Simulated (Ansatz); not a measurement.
Converging the plane-wave cutoff: TlGeCl3 (Cm, 5 atoms in the cell)

```
CELL_PARAMETERS angstrom
      3.77602    -3.72119     0.00000
      3.77602     3.72119     0.00000
     -0.10040     0.00000     5.29437
ATOMIC_POSITIONS crystal
  Tl 0.98922 0.98922 0.00042
  Ge 0.48050 0.48050 0.53254
  Cl 0.02002 0.49696 0.52311
  Cl 0.49696 0.02002 0.52311
  Cl 0.50313 0.50313 0.99439
```

Method: LDA (PW92), default PAW files made with PBE (plane waves; Ansatz, a quantum-chemistry and plane-wave program).

Base settings: basis.ecutwfc = 420 eV; kpoints.mp_grid.grid = 4 4 4; hamiltonian.xc = lda; hamiltonian.pseudopotentials = {kind: paw} (the program's default PAW files); scf.occupations.method = fixed.

The second cell is the first with its lattice scaled by 0.98.

The mesh stays at the base's, so the ladder's end is converged at best in this setting alone.

The first pressure column holds Ansatz's estimate of the finite-basis (Pulay) stress, which hides part of the cutoff error; the other is without it.

Only quantities that move along the ladder and can be compared are tabulated.

The count of work is k-points × plane waves × bands × iterations; it is no time. 

The starting cell comes from a database of computed structures (which also holds hypothetical and non-ambient phases and stackings), without a prior relaxation at this level. Its lattice was rescaled by up to half a per cent. One atom was moved a little off its site on purpose.

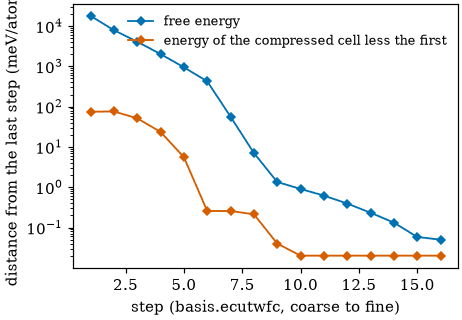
*Distance from the last step along the ladder; very small values are drawn at a floor.*

```tsv
basis.ecutwfc	free energy less the last step's (meV/atom)	energy of the compressed cell less the first (meV/atom)	pressure (GPa)	pressure without the Pulay estimate (GPa)	largest difference of a force vector from the last step's (eV/Å)	count of work / last
145 eV	17899.36	-97.01	-6.22	-308.28	0.271	0.063
170 eV	7912.99	53.92	-4.20	-163.47	0.225	0.078
190 eV	4091.80	-73.42	-3.34	-99.10	0.343	0.094
210 eV	2017.68	-45.76	-3.12	-58.22	0.280	0.11
230 eV	948.66	-27.72	-2.83	-33.19	0.103	0.13
250 eV	424.83	-21.89	-2.86	-18.60	0.009	0.12
295 eV	56.30	-21.89	-2.72	-5.64	0.027	0.16
335 eV	7.06	-21.94	-2.74	-3.18	0.005	0.19
380 eV	1.35	-22.11	-2.75	-2.78	0.001	0.23
420 eV	0.90	-22.13	-2.75	-2.76	0.000	0.27
460 eV	0.62	-22.14	-2.75	-2.76	0.000	0.31
505 eV	0.39	-22.14	-2.75	-2.76	0.000	0.35
565 eV	0.23	-22.15	-2.75	-2.76	0.000	0.42
630 eV	0.13	-22.15	-2.75	-2.75	0.000	0.49
735 eV	0.06	-22.15	-2.75	-2.75	0.000	0.62
840 eV	0.02	-22.15	-2.75	-2.75	0.000	0.76
1010 eV	0.00	-22.15	-2.75	-2.75	0.000	1.0
```

Coarsest basis.ecutwfc that holds the forces within 0.02 eV/Å of the last step, with all finer ones: 335 eV, at 0.19 of the last step's count of work; the step before is off by 0.027 eV/Å.

Coarsest basis.ecutwfc that holds the pressure within 1 GPa of the last step, with all finer ones: 190 eV, at 0.094 of the last step's count of work; the step before is off by 1.4 GPa.

Coarsest basis.ecutwfc that holds the pressure without the Pulay estimate within 1 GPa of the last step, with all finer ones: 335 eV, at 0.19 of the last step's count of work; the step before is off by 2.9 GPa.

The energy difference between the two cells stays within 1 meV/atom of the last step's from 250 eV on, the total only from 420 eV on: much of the error is common to both cells and cancels.

At the lowest cutoff the pressure without the Pulay estimate lies 306 GPa under the last step's, the usual sign of Pulay stress in an incomplete plane-wave basis.

Keys are those of Ansatz 0.2.
